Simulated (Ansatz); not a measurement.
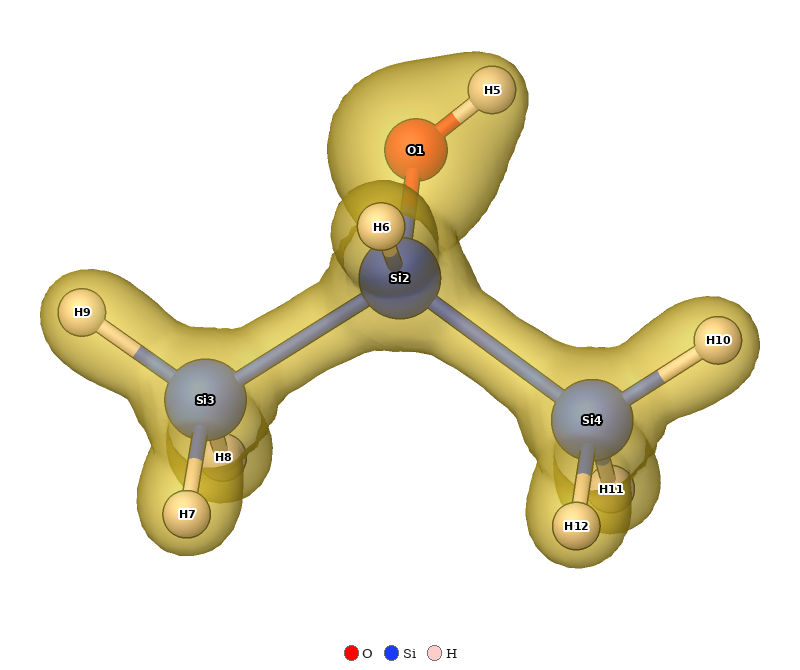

Figure 1: H₈OSi₃ (SMILES O[SiH]([SiH3])[SiH3]). Isosurface of the electron density at 0.5 e/Å³ (yellow), seen at a tilt.

Geometry: PBE0-D4/def2-TZVP.

The calculation used Ansatz 0.2.0, RKS PBE0-D4/def2-TZVPP.

Input

```
crystal:
  periodic: [false, false, false]
  atoms:
    - {symbol: O, position_ang: [-1.487995, 1.437904, -0.423562]}
    - {symbol: Si, position_ang: [-0.019949, 0.761348, -0.046444]}
    - {symbol: Si, position_ang: [-0.266729, -0.284932, 2.030853]}
    - {symbol: Si, position_ang: [0.695367, -0.774935, -1.673024]}
    - {symbol: H, position_ang: [-1.555654, 1.906704, -1.256834]}
    - {symbol: H, position_ang: [1.040733, 1.811175, 0.060369]}
    - {symbol: H, position_ang: [1.043702, -0.881006, 2.411326]}
    - {symbol: H, position_ang: [-1.277129, -1.373286, 1.949785]}
    - {symbol: H, position_ang: [-0.678075, 0.681865, 3.083612]}
    - {symbol: H, position_ang: [0.743346, -0.135031, -3.018712]}
    - {symbol: H, position_ang: [-0.222224, -1.944017, -1.748168]}
    - {symbol: H, position_ang: [2.061607, -1.260991, -1.335001]}
basis:
  gaussian: {orbitals: def2-TZVPP}
hamiltonian: {xc: pbe0, dispersion: d4}
output: {orbitals: {seedname: orbitals}}
```

Command:

```sh
ansatz run in.yaml --threads 4 --pin off --events-out ev --progress --plain --max-ram 10444MiB
```

What does this surface tell about the bonding?

At this value the surface is in one piece. It bridges the sampled Si–O (1.66 Å), Si–Si (2.34 Å), O–H (0.96 Å) and Si–H (1.49 Å) contacts, where the density stays above the isovalue. On the grid the lowest density along these lines, outside the cores, is 0.99 e/Å³ (Si–O, 1.66 Å), 0.65 e/Å³ (Si–Si, 2.34 Å), 2.5 e/Å³ (O–H, 0.96 Å) and 0.79 e/Å³ (Si–H, 1.49 Å).
